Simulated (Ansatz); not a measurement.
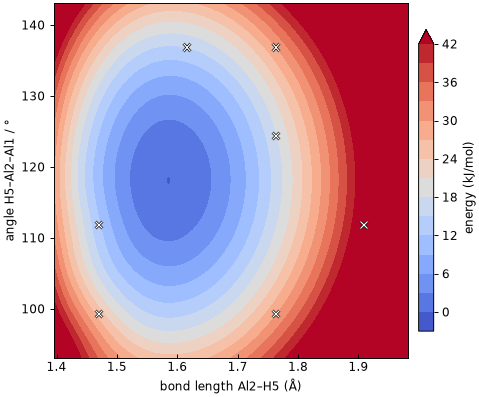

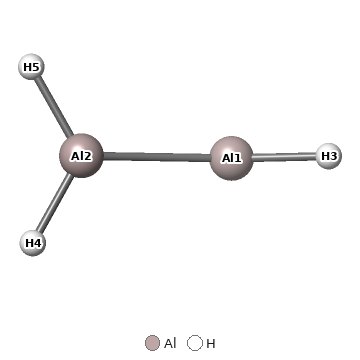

Energy landscape of Al2H3, SMILES [AlH][AlH2], spin multiplicity 2. Coordinates scanned: (1) bond length Al2–H5; (2) angle H5–Al2–Al1. Nothing is relaxed (all other coordinates rigid). Grid: 9 × 9 points. At 7 points there is no value. Points are written as (first, second). Energies: kJ/mol, counted from the relaxed molecule at the same level. Level of theory: UKS wB97M-V/def2-SVP in Ansatz 0.2.0.

Drawn: filled contours, crosses at grid points without a value, one colour for all values above the top of the scale. Between grid points the surface is interpolated. The second picture is the structure at the lowest point.

Describe this landscape.

Answer. The lowest grid point is at (1.615 Å, 118.1°), 0.5 kJ/mol from the relaxed molecule at the same level. No other kind of well shows on this grid. The highest grid point, (1.982 Å, 143.1°), lies 84 kJ/mol above the lowest. Round the minimum the two coordinates are nearly uncoupled.

Grid values (kJ/mol):

| angle H5–Al2–Al1 ↓, bond length Al2–H5 → | 1.395 | 1.469 | 1.542 | 1.615 | 1.689 | 1.762 | 1.836 | 1.909 | 1.982 |
| --- | --- | --- | --- | --- | --- | --- | --- | --- | --- |
| 143.1 | 58 | 37 | 28 | 26 | 31 | 40 | 53 | 68 | 85 |
| 136.9 | 46 | 25 | 16 | – | 20 | – | 43 | 58 | 75 |
| 130.6 | 37 | 17 | 8 | 7 | 12 | 22 | 35 | 51 | 68 |
| 124.4 | 32 | 12 | 3 | 2 | 7 | – | 31 | 46 | 64 |
| 118.1 | 30 | 10 | 1 | 1 | 6 | 16 | 29 | 45 | 62 |
| 111.9 | 32 | – | 3 | 2 | 8 | 17 | 31 | – | 64 |
| 105.6 | 37 | 17 | 8 | 7 | 12 | 22 | 35 | 51 | 68 |
| 99.4 | 45 | – | 15 | 14 | 20 | – | 42 | 57 | 74 |
| 93.1 | 56 | 36 | 26 | 25 | 30 | 39 | 52 | 67 | 83 |

The input of one point:

```yaml
crystal:
  periodic: [false, false, false]
  atoms:
    - { symbol: Al, position_ang: [0.656384, -1.293601, 0.475947] }
    - { symbol: Al, position_ang: [-0.35533, 0.790511, -0.43244] }
    - { symbol: H, position_ang: [0.85226, -2.254974, 1.72765] }
    - { symbol: H, position_ang: [-1.706586, 0.670679, -1.25365] }
    - { symbol: H, position_ang: [0.570805, 2.110762, -0.518678] }
magnetization:
  spin_polarized: true
  initial_magnetization: 1
basis:
  gaussian: { orbitals: def2-SVP }
hamiltonian:
  xc: { name: wB97M-V }
output:
  forces: true
```

The whole map (74 points run) took 19 min on 1 thread of Arm Neoverse V1, on a shared host.
